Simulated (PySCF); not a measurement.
## C5H11BF2S: geometry relaxation (part 2 of 2)

The same run, continued: C5H11BF2S; PBE0-D3(BJ)/def2-SVP geometry optimisation, gas phase (PySCF 2.14.0). 

Geometry of the input (Å):
```
C  -1.4461  1.0583  -1.2707
S  -1.6028  0.7459  0.5052
B  0.3269  0.3423  1.1852
C  1.3711  0.5469  -0.0325
C  1.5572  -0.5219  -1.0903
C  2.6176  -0.2414  -0.0682
C  -2.2619  -0.9617  0.3776
F  -3.5160  -0.9151  -0.1014
F  -1.5684  -1.6994  -0.4615
H  -0.7526  0.3955  -1.7061
H  -1.1269  2.1032  -1.3653
H  -2.4455  0.9798  -1.7134
H  0.3905  1.1741  2.0338
H  0.1952  -0.7646  1.5845
H  1.4494  1.5511  -0.3978
H  1.0112  -1.4291  -0.9938
H  1.7472  -0.1970  -2.1032
H  3.5159  0.2581  -0.3791
H  2.7811  -0.9878  0.7110
H  -2.2941  -1.4216  1.3742
```

Trajectory as extended XYZ, continued:
```
20
Properties=species:S:1:pos:R:3:forces:R:3 step=10 energy=-22280.90769
C    -2.0970    1.3131   -0.9049    0.1284  -0.0863  -0.0214
S    -1.7919    0.4232    0.6349   -0.1039   0.0392  -0.0421
B     0.1423    0.5820    1.0870   -0.0464  -0.1199   0.0809
C     1.0810    0.4896   -0.1850    0.0124   0.1057  -0.0174
C     1.5513   -0.8176   -0.7693   -0.0545  -0.0659   0.0282
C     2.4981    0.0114    0.0328    0.0483   0.0238   0.0090
C    -2.0179   -1.2889    0.0238    0.3871   0.0394  -0.1655
F    -3.3173   -1.5577   -0.0857   -0.2731  -0.0292  -0.0011
F    -1.4635   -1.4510   -1.1846   -0.0469   0.0097   0.0963
H    -1.3263    1.0450   -1.6404   -0.0447   0.0042   0.0303
H    -2.0294    2.3817   -0.6651   -0.0298   0.0033   0.0263
H    -3.0997    1.0667   -1.2771   -0.0171   0.0273   0.0379
H     0.1027    1.6537    1.6751    0.0072   0.0230  -0.0314
H     0.2047   -0.3637    1.8722    0.0306   0.0323  -0.0262
H     1.0090    1.3114   -0.9105    0.0318  -0.0183   0.0015
H     1.1711   -1.7446   -0.3267    0.0296   0.0181  -0.0044
H     1.7115   -0.8819   -1.8494   -0.0116  -0.0035  -0.0053
H     3.3074    0.5294   -0.4905   -0.0053  -0.0132  -0.0145
H     2.7723   -0.3335    1.0343   -0.0256  -0.0015   0.0032
H    -1.5354   -1.9599    0.7538   -0.0165   0.0119   0.0156
20
Properties=species:S:1:pos:R:3:forces:R:3 step=11 energy=-22280.91361
C    -2.1303    1.3306   -0.8781    0.0744  -0.0483  -0.0116
S    -1.7991    0.3927    0.6254   -0.0834   0.0056  -0.0396
B     0.1271    0.5888    1.0764    0.0040  -0.0782   0.0641
C     1.0737    0.4710   -0.1890    0.0009   0.0693  -0.0062
C     1.5731   -0.8514   -0.7124   -0.0450  -0.0416   0.0049
C     2.5010    0.0353    0.0502    0.0265   0.0153   0.0091
C    -1.9846   -1.3028   -0.0458    0.2327   0.0085  -0.0933
F    -3.2813   -1.6119   -0.1280   -0.1188  -0.0067  -0.0091
F    -1.4587   -1.4055   -1.2713   -0.0532   0.0355   0.0748
H    -1.3599    1.1105   -1.6284   -0.0269   0.0004   0.0160
H    -2.0896    2.3901   -0.5948   -0.0110  -0.0001   0.0132
H    -3.1306    1.0771   -1.2520   -0.0109   0.0169   0.0237
H     0.0726    1.6791    1.6298   -0.0124   0.0159  -0.0252
H     0.2073   -0.3288    1.8912    0.0184   0.0204  -0.0231
H     0.9854    1.2571   -0.9510    0.0196  -0.0163  -0.0045
H     1.2169   -1.7655   -0.2255    0.0169   0.0101   0.0017
H     1.7341   -0.9630   -1.7886   -0.0044  -0.0033  -0.0019
H     3.2985    0.5451   -0.4984   -0.0026  -0.0096  -0.0070
H     2.7815   -0.2569    1.0666   -0.0167  -0.0015   0.0010
H    -1.4641   -1.9833    0.6482   -0.0082   0.0075   0.0130
20
Properties=species:S:1:pos:R:3:forces:R:3 step=12 energy=-22280.91065
C    -2.3108    1.3635   -0.7463   -0.0775   0.0450   0.0332
S    -1.8170    0.2567    0.5822   -0.0935  -0.0605  -0.0253
B     0.0681    0.6256    1.0183    0.1047   0.0629   0.0895
C     1.0502    0.3835   -0.2048    0.0001   0.0705   0.0015
C     1.6630   -0.9695   -0.4616   -0.0064  -0.0984  -0.0519
C     2.5054    0.1250    0.1098   -0.0604  -0.0065   0.0137
C    -1.8041   -1.3287   -0.3412   -0.1773  -0.1148   0.0991
F    -3.0381   -1.8614   -0.3306    0.1487   0.1111  -0.0103
F    -1.4475   -1.1479   -1.6123    0.0875   0.0118  -0.0187
H    -1.5708    1.3502   -1.5536    0.0424   0.0019  -0.0236
H    -2.3684    2.3618   -0.2933    0.0279  -0.0010  -0.0168
H    -3.3024    1.0675   -1.1118    0.0006  -0.0050  -0.0140
H    -0.0682    1.7807    1.4085   -0.0116  -0.0126  -0.0125
H     0.2054   -0.1528    1.9563    0.0220  -0.0112  -0.0189
H     0.9100    0.9938   -1.1064   -0.0255  -0.0147  -0.0110
H     1.3925   -1.7976    0.2028   -0.0126   0.0092   0.0182
H     1.8422   -1.2803   -1.4949    0.0273   0.0136  -0.0106
H     3.2666    0.5779   -0.5320   -0.0085   0.0039   0.0016
H     2.7919    0.0591    1.1637    0.0040  -0.0118  -0.0061
H    -1.0950   -1.9984    0.1716    0.0080   0.0069  -0.0371
20
Properties=species:S:1:pos:R:3:forces:R:3 step=13 energy=-22280.92272
C    -2.2164    1.3612   -0.8079   -0.0250   0.0297   0.0067
S    -1.8165    0.3236    0.6062    0.0047  -0.0431   0.0257
B     0.0933    0.6124    1.0617    0.0277   0.0263   0.0096
C     1.0493    0.4263   -0.1907    0.0113   0.0077  -0.0063
C     1.5937   -0.9264   -0.5783   -0.0014  -0.0040  -0.0275
C     2.4918    0.0692    0.0810   -0.0188  -0.0049   0.0197
C    -1.8664   -1.3150   -0.2128   -0.0401   0.0054  -0.0203
F    -3.1362   -1.7399   -0.2752    0.0467  -0.0042   0.0148
F    -1.3953   -1.2501   -1.4593    0.0070  -0.0242   0.0217
H    -1.4536    1.2494   -1.5872    0.0071  -0.0009  -0.0111
H    -2.2279    2.3915   -0.4299    0.0098   0.0059  -0.0077
H    -3.2120    1.0912   -1.1829    0.0023   0.0060  -0.0068
H    -0.0053    1.7405    1.5294   -0.0087   0.0042  -0.0147
H     0.2109   -0.2369    1.9391   -0.0050  -0.0072  -0.0032
H     0.9305    1.1220   -1.0316   -0.0078  -0.0037  -0.0063
H     1.2835   -1.7970    0.0090   -0.0086  -0.0025   0.0122
H     1.7536   -1.1475   -1.6377   -0.0003   0.0124   0.0033
H     3.2695    0.5440   -0.5241   -0.0018   0.0016  -0.0022
H     2.7826   -0.1075    1.1208    0.0064   0.0008  -0.0026
H    -1.2560   -2.0025    0.3948   -0.0053  -0.0051  -0.0051
20
Properties=species:S:1:pos:R:3:forces:R:3 step=14 energy=-22280.92289
C    -2.1966    1.3565   -0.8221    0.0018  -0.0120  -0.0024
S    -1.8135    0.3350    0.6107   -0.0098  -0.0111  -0.0061
B     0.0994    0.6137    1.0652    0.0042  -0.0015   0.0138
C     1.0504    0.4397   -0.1918    0.0077   0.0105  -0.0022
C     1.5807   -0.9098   -0.6076   -0.0049  -0.0028  -0.0045
C     2.4889    0.0620    0.0727   -0.0004  -0.0013   0.0008
C    -1.8809   -1.3200   -0.1747    0.0227   0.0043  -0.0272
F    -3.1546   -1.7269   -0.2427   -0.0173  -0.0122   0.0075
F    -1.3924   -1.2943   -1.4161   -0.0193   0.0138   0.0200
H    -1.4316    1.2217   -1.5962   -0.0030  -0.0050  -0.0010
H    -2.1939    2.3936   -0.4623    0.0065  -0.0035   0.0034
H    -3.1938    1.0946   -1.1985   -0.0018   0.0035   0.0020
H     0.0056    1.7363    1.5458   -0.0068   0.0057  -0.0101
H     0.2116   -0.2488    1.9311    0.0084   0.0027  -0.0016
H     0.9369    1.1528   -1.0188    0.0036   0.0018  -0.0002
H     1.2590   -1.7891   -0.0394    0.0008   0.0004   0.0004
H     1.7371   -1.1073   -1.6720    0.0024  -0.0019   0.0006
H     3.2712    0.5418   -0.5224    0.0022  -0.0006  -0.0034
H     2.7788   -0.1396    1.1082   -0.0005   0.0034  -0.0013
H    -1.2893   -2.0037    0.4554    0.0036   0.0060   0.0115
20
Properties=species:S:1:pos:R:3:forces:R:3 step=15 energy=-22280.92320
C    -2.2016    1.3517   -0.8190    0.0101  -0.0097  -0.0018
S    -1.8133    0.3305    0.6130   -0.0112   0.0038  -0.0120
B     0.1009    0.6171    1.0620    0.0016  -0.0082   0.0097
C     1.0511    0.4423   -0.1956   -0.0021   0.0088  -0.0056
C     1.5834   -0.9074   -0.6086   -0.0086  -0.0067   0.0055
C     2.4901    0.0673    0.0696    0.0025  -0.0008  -0.0031
C    -1.8802   -1.3246   -0.1716    0.0246   0.0030  -0.0045
F    -3.1525   -1.7374   -0.2294   -0.0124  -0.0081   0.0015
F    -1.4008   -1.2965   -1.4161   -0.0113   0.0059   0.0103
H    -1.4401    1.2152   -1.5965   -0.0061  -0.0055   0.0027
H    -2.1942    2.3887   -0.4592    0.0034  -0.0027   0.0018
H    -3.2010    1.0926   -1.1915   -0.0030   0.0014   0.0056
H     0.0029    1.7414    1.5378   -0.0071   0.0048  -0.0070
H     0.2183   -0.2423    1.9303    0.0073   0.0055  -0.0001
H     0.9357    1.1528   -1.0245    0.0044   0.0038   0.0016
H     1.2630   -1.7858   -0.0381    0.0025   0.0023  -0.0037
H     1.7407   -1.1070   -1.6723    0.0007  -0.0026  -0.0019
H     3.2718    0.5466   -0.5266    0.0009   0.0002  -0.0030
H     2.7803   -0.1314    1.1056   -0.0012   0.0029  -0.0009
H    -1.2814   -2.0051    0.4551    0.0050   0.0020   0.0050
20
Properties=species:S:1:pos:R:3:forces:R:3 step=16 energy=-22280.92340
C    -2.2287    1.3247   -0.8018    0.0268   0.0030   0.0014
S    -1.8114    0.3083    0.6256   -0.0073   0.0342  -0.0193
B     0.1056    0.6399    1.0491   -0.0213  -0.0248  -0.0072
C     1.0476    0.4568   -0.2136   -0.0218  -0.0020  -0.0117
C     1.5853   -0.8959   -0.6112   -0.0072  -0.0049   0.0293
C     2.4895    0.0930    0.0496    0.0109  -0.0017  -0.0123
C    -1.8569   -1.3482   -0.1561    0.0171  -0.0066   0.0565
F    -3.1173   -1.7993   -0.1747   -0.0080   0.0108  -0.0060
F    -1.4167   -1.3059   -1.4133    0.0301  -0.0161  -0.0310
H    -1.4869    1.1793   -1.5967   -0.0102  -0.0073   0.0084
H    -2.1989    2.3620   -0.4440   -0.0099  -0.0001  -0.0060
H    -3.2390    1.0761   -1.1508   -0.0060  -0.0041   0.0140
H    -0.0163    1.7730    1.4977    0.0028   0.0018   0.0076
H     0.2505   -0.2000    1.9317    0.0031   0.0140   0.0076
H     0.9217    1.1537   -1.0525    0.0041   0.0094   0.0060
H     1.2733   -1.7684   -0.0267    0.0059   0.0033  -0.0117
H     1.7401   -1.1082   -1.6727   -0.0055  -0.0073  -0.0080
H     3.2670    0.5669   -0.5566   -0.0053   0.0017  -0.0028
H     2.7850   -0.0899    1.0869   -0.0021   0.0019   0.0004
H    -1.2204   -2.0093    0.4545    0.0038  -0.0053  -0.0151
20
Properties=species:S:1:pos:R:3:forces:R:3 step=17 energy=-22280.92369
C    -2.2311    1.3157   -0.8012    0.0203   0.0033   0.0004
S    -1.8101    0.3070    0.6301    0.0042   0.0257  -0.0107
B     0.1072    0.6459    1.0494   -0.0256  -0.0191  -0.0123
C     1.0448    0.4627   -0.2166   -0.0149  -0.0058  -0.0073
C     1.5799   -0.8905   -0.6165   -0.0014   0.0020   0.0218
C     2.4875    0.0976    0.0407    0.0101  -0.0013  -0.0082
C    -1.8494   -1.3529   -0.1449    0.0148   0.0018   0.0420
F    -3.1086   -1.8073   -0.1626   -0.0083   0.0041  -0.0055
F    -1.4086   -1.3142   -1.4024    0.0212  -0.0168  -0.0210
H    -1.4945    1.1616   -1.5992   -0.0080  -0.0057   0.0058
H    -2.1948    2.3553   -0.4506   -0.0093   0.0004  -0.0052
H    -3.2446    1.0690   -1.1423   -0.0048  -0.0032   0.0107
H    -0.0182    1.7797    1.4950    0.0065   0.0019   0.0081
H     0.2579   -0.1911    1.9337    0.0004   0.0122   0.0069
H     0.9164    1.1602   -1.0544    0.0020   0.0067   0.0037
H     1.2701   -1.7631   -0.0313    0.0041   0.0023  -0.0083
H     1.7303   -1.1027   -1.6787   -0.0060  -0.0068  -0.0059
H     3.2629    0.5710   -0.5686   -0.0049   0.0018  -0.0034
H     2.7868   -0.0856    1.0768   -0.0008   0.0018   0.0006
H    -1.2108   -2.0097    0.4680    0.0003  -0.0054  -0.0119
20
Properties=species:S:1:pos:R:3:forces:R:3 step=18 energy=-22280.92394
C    -2.2321    1.2971   -0.8029   -0.0028  -0.0077  -0.0054
S    -1.8053    0.3084    0.6397    0.0165  -0.0018   0.0073
B     0.1107    0.6563    1.0504   -0.0212  -0.0022  -0.0120
C     1.0381    0.4737   -0.2230    0.0088  -0.0069   0.0060
C     1.5699   -0.8790   -0.6292    0.0071   0.0108  -0.0061
C     2.4841    0.1089    0.0185    0.0051   0.0034   0.0014
C    -1.8384   -1.3618   -0.1149    0.0124   0.0109  -0.0156
F    -3.0979   -1.8147   -0.1356   -0.0108  -0.0069   0.0038
F    -1.3898   -1.3406   -1.3711   -0.0050   0.0017   0.0093
H    -1.5057    1.1223   -1.6056   -0.0028  -0.0008  -0.0011
H    -2.1855    2.3427   -0.4719   -0.0016  -0.0021   0.0012
H    -3.2513    1.0514   -1.1273   -0.0007  -0.0002  -0.0002
H    -0.0163    1.7912    1.4930    0.0078   0.0021   0.0041
H     0.2710   -0.1750    1.9383   -0.0015   0.0037   0.0008
H     0.9023    1.1737   -1.0575   -0.0017  -0.0025  -0.0043
H     1.2671   -1.7527   -0.0426   -0.0008  -0.0009   0.0032
H     1.7082   -1.0906   -1.6934   -0.0037  -0.0040   0.0009
H     3.2519    0.5839   -0.5989   -0.0013   0.0004  -0.0036
H     2.7947   -0.0745    1.0513    0.0004   0.0012  -0.0006
H    -1.2028   -2.0123    0.5074   -0.0041   0.0018   0.0107
```

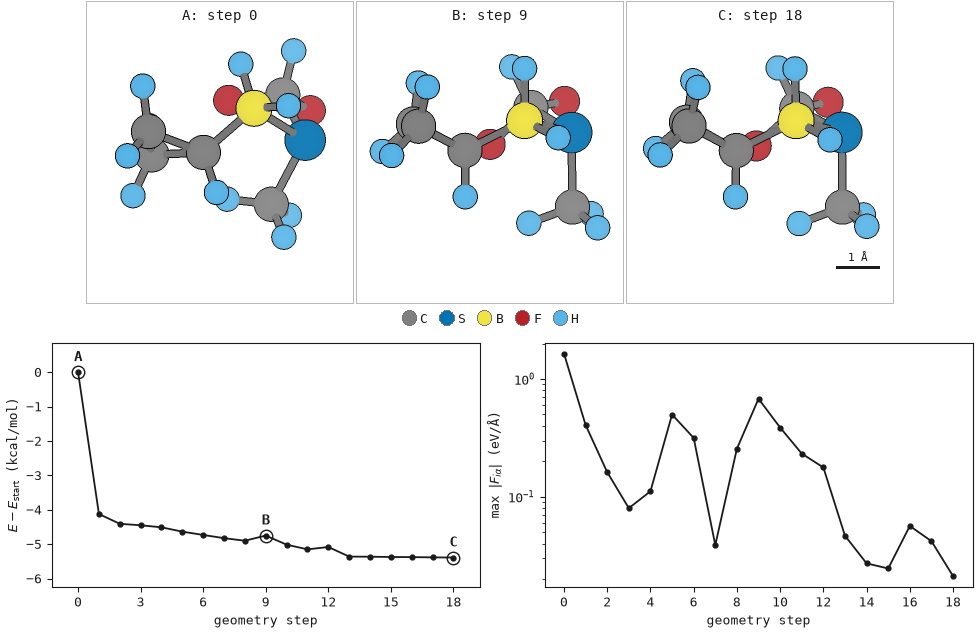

**Figure 1.** Frames of the relaxation (ball-and-stick view, seen at a tilt) above the curves, on which the letters mark them (steps are counted from 0).

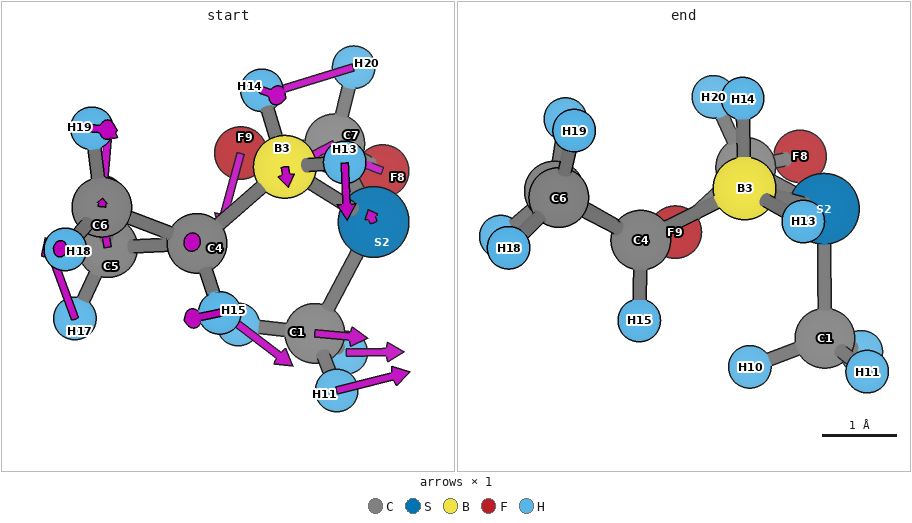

**Figure 2.** Before (left) and after (right) the relaxation, at one scale (ball-and-stick view, seen at a tilt). The pink arrows give the displacements, at true length. H20 moves most after the best rigid fit: 1.38 Å. By element the largest moves are H 1.38 Å, F 1.12 Å, C 0.79 Å, B 0.30 Å, S 0.21 Å. Among the contacts that change: S2–B3 2.085 → 1.990 Å, C1–H10 1.053 → 1.097 Å, B3–H14 1.184 → 1.227 Å, C4–C6 1.475 → 1.511 Å. Among the angles that change: B3–S2–C7 100.1° → 105.2°, S2–B3–C4 109.1° → 112.2°, C4–B3–H13 114.5° → 117.2°. The energy falls by 5.39 kcal/mol in 18 geometry steps. Largest force component: 1.6 eV/Å at the start, 0.021 eV/Å at the end. (Atoms are counted from 1 in the order of the input.)

Key numbers:

```json
{"quantity": "outcome", "value": "converged"}
{"quantity": "total energy", "value": "−818.808859 hartree"}
{"quantity": "dipole moment", "value": "2.97 D"}
{"quantity": "point group", "value": "C1"}
{"quantity": "hardware", "value": "1 CPU thread, shared host"}
{"quantity": "wall time", "value": "4.9 min"}
{"quantity": "peak memory", "value": "0.91 GiB"}
```
